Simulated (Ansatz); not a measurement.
Reaction (SMILES): [GeH] (GeH) → Ge atom + H atom
B3LYP-D3(BJ)/def2-TZVP geometries, fixed; electronic energies without zero-point terms.
Largest species:
```
Ge
H 1 1.6063
```
Charge 0, spin multiplicity 2.

Basis-set convergence of the atomisation energy at MP2 with Ansatz (a program for electronic structure). All functions are spherical. Cores are frozen (with 3d on Ga to Br). Open shells are unrestricted. No added dispersion term, no relativity. Functions are those of the species that has most. Reference: Hartree-Fock in aug-cc-pV5Z plus the correlation part extrapolated as X^-3 from aug-cc-pVQZ and aug-cc-pV5Z, 64.03 kcal/mol, itself unsure by roughly 0.12 kcal/mol (a third of the extrapolation step and of the last Hartree-Fock step). Deviations are taken from unrounded values.

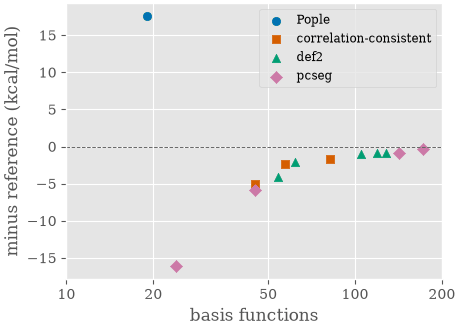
Figure. Deviation from the reference against the number of basis functions, by family of sets.

```tsv
basis	functions	atomisation energy (kcal/mol)	minus reference (kcal/mol)
STO-3G	19	81.63	17.60
pcseg-0	24	47.91	-16.12
aug-cc-pVDZ	45	58.92	-5.10
aug-pcseg-1	45	58.14	-5.89
def2-TZVP	54	59.95	-4.07
cc-pVTZ	57	61.71	-2.32
def2-TZVPP	62	61.96	-2.07
aug-cc-pVTZ	82	62.31	-1.71
def2-QZVP	105	63.06	-0.97
def2-QZVPP	119	63.13	-0.90
def2-QZVPPD	128	63.17	-0.85
aug-pcseg-3	142	63.09	-0.94
pcseg-4	172	63.68	-0.35
```
